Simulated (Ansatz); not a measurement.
# CH5FSn: what the fields show

```yaml
atoms:
  - { symbol: F, position_ang: [-1.1177, 1.4124, -0.9686] }
  - { symbol: C, position_ang: [-0.5211, 0.1614, -0.9987] }
  - { symbol: Sn, position_ang: [0.5119, -0.2154, 0.8710] }
  - { symbol: H, position_ang: [0.1789, 0.1335, -1.8375] }
  - { symbol: H, position_ang: [-1.2992, -0.5875, -1.1661] }
  - { symbol: H, position_ang: [-0.6082, -0.1648, 2.1550] }
  - { symbol: H, position_ang: [1.2297, -1.7644, 0.7909] }
  - { symbol: H, position_ang: [1.7180, 0.9677, 1.0982] }
```

Geometry: PBE0-D4/def2-TZVP; core potentials replace the inner electrons of Sn.

Level of theory: Ansatz, RKS PBE0-D4/def2-TZVPP.

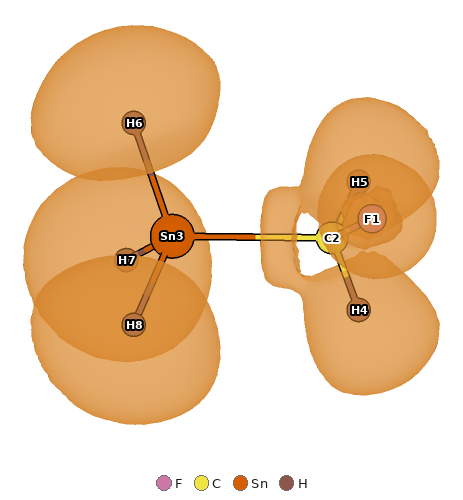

Figure 1. Isosurface of the ELF at 0.75 (orange), seen from one side. Core shells and regions of very low density are left out.

> Describe the localisation domains.

The surface consists of three regions around hydrogen nuclei, one region on F in which the atom's valence shell and bonds are merged and one joined region spread over several atoms (C, H), in which their bonds and any lone pairs are merged. Profiles from the grid: C–F (1.39 Å): the ELF peaks at about 0.80 between the atoms (a polar covalent bond). C–Sn (2.17 Å): the ELF peaks at about 0.95 in the valence shell of C, 0.7 Å from its nucleus, and drops to about 0.20 between the two atoms.

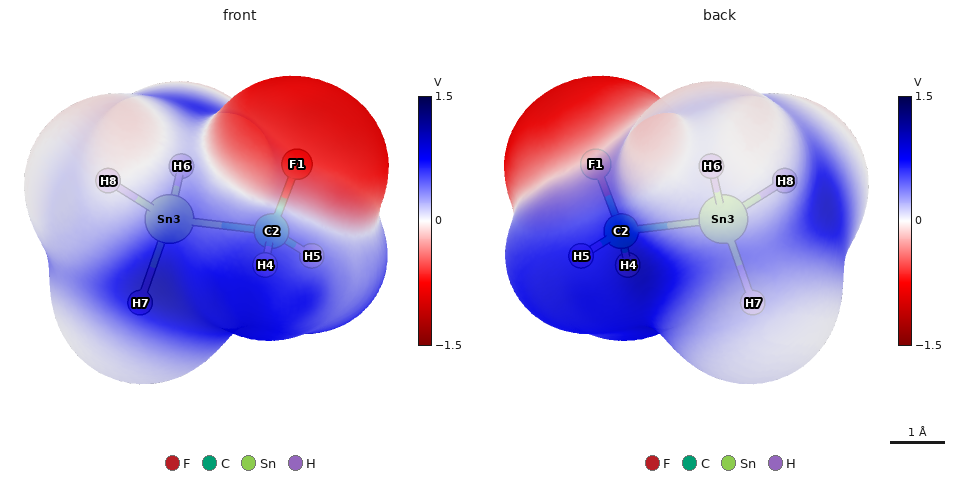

Figure 2. The electrostatic potential painted on the density surface at 0.001 e/bohr³, seen from the front and from behind; red is negative and blue positive.

> Which sites attract a positive test charge, and which a negative one?

A positive charge is drawn to the negative regions and a negative charge to the positive ones. The most negative region (about −0.9 V) lies over F1, the most positive (about +1.1 V) over Sn3.

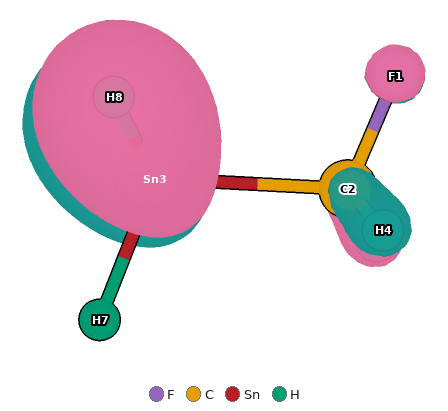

Figure 3. The HOMO−1 at ±0.15 Å⁻³ᐟ² (teal and pink are the two phases), seen across its widest extent.

> What is the character of this orbital?

Its weight (Hirshfeld) is mainly on Sn3 (about 40 %), H6 (about 25 %) and H8 (about 25 %). Its energy is −9.10 eV.

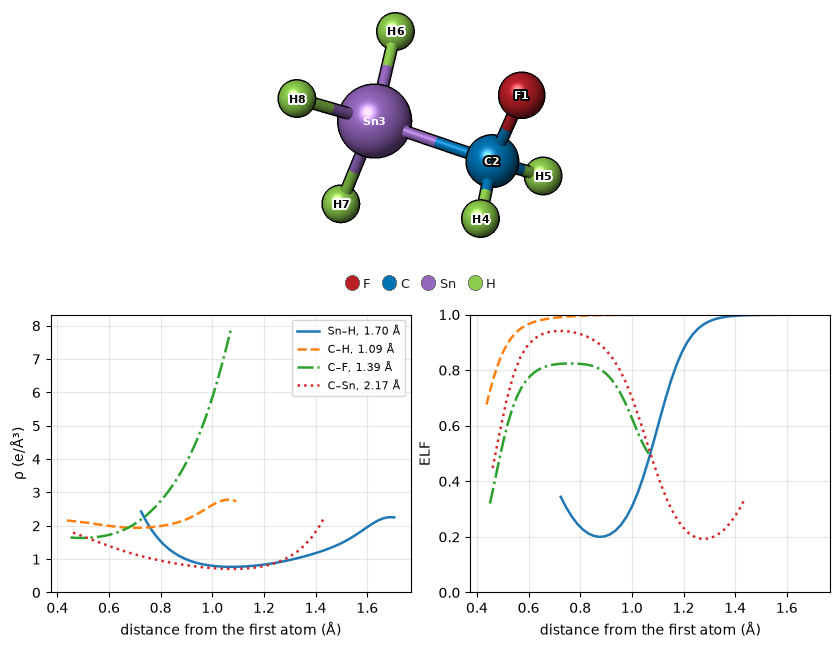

Figure 4. Electron density and ELF along straight lines between neighbouring atoms. The curves leave out the atomic cores. The structure is drawn too.

> Compare the contacts.

Sn–H (1.70 Å): ρ is about 1.2 e/Å³ halfway; the ELF climbs to about 1 towards the hydrogen.
C–H (1.09 Å): ρ at the midpoint is about 2.1 e/Å³; the ELF climbs to about 1 towards the hydrogen; an ordinary covalent bond to hydrogen.
C–F (1.39 Å): the density is about 2 e/Å³ at the midpoint, with its minimum of 1.6 e/Å³ about 0.5 Å from C; the ELF peaks at about 0.80 between the atoms; a polar covalent bond.
C–Sn (2.17 Å): ρ at the midpoint is about 0.71 e/Å³; the ELF peaks at about 0.95 in the valence shell of C, 0.7 Å from its nucleus, and drops to about 0.20 between the two atoms.
